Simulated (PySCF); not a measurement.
```xyz
4

B    -2.4178   -0.2444    1.0109
O    -3.0024   -1.2336    1.4898
O    -1.3891    0.5865    0.7777
S    -2.6581    1.4498   -0.2004
```

Geometry: PBE0-D3(BJ)/def2-SVPD.

Computed with Gaussian-basis quantum chemistry of an isolated molecule with PySCF, energy and nuclear gradient, functional PBE0 in PySCF 2.14.0.

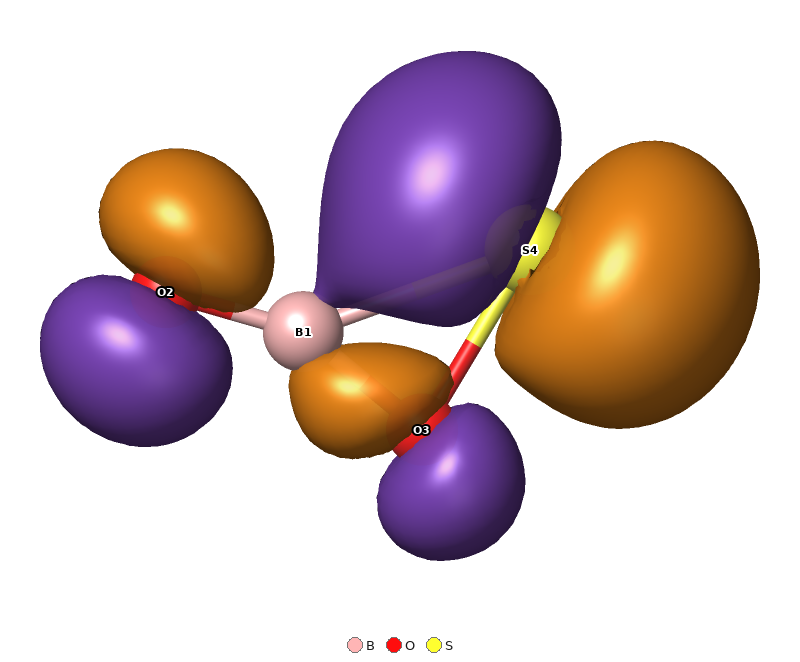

BO₂S (SMILES [O-]B1OS1) (charge −1). The HOMO−1 at ±0.08 Å⁻³ᐟ² (orange and purple are the two phases), seen across its widest extent.

### What is the character of this orbital?

It lies mainly on S4 (about 65 %), O2 (about 20 %), O3 (about 10 %) and B1 (about 10 %); it is symmetric in the molecular plane (an in-plane orbital: σ, lone-pair or in-plane π type). Its energy is −1.71 eV.
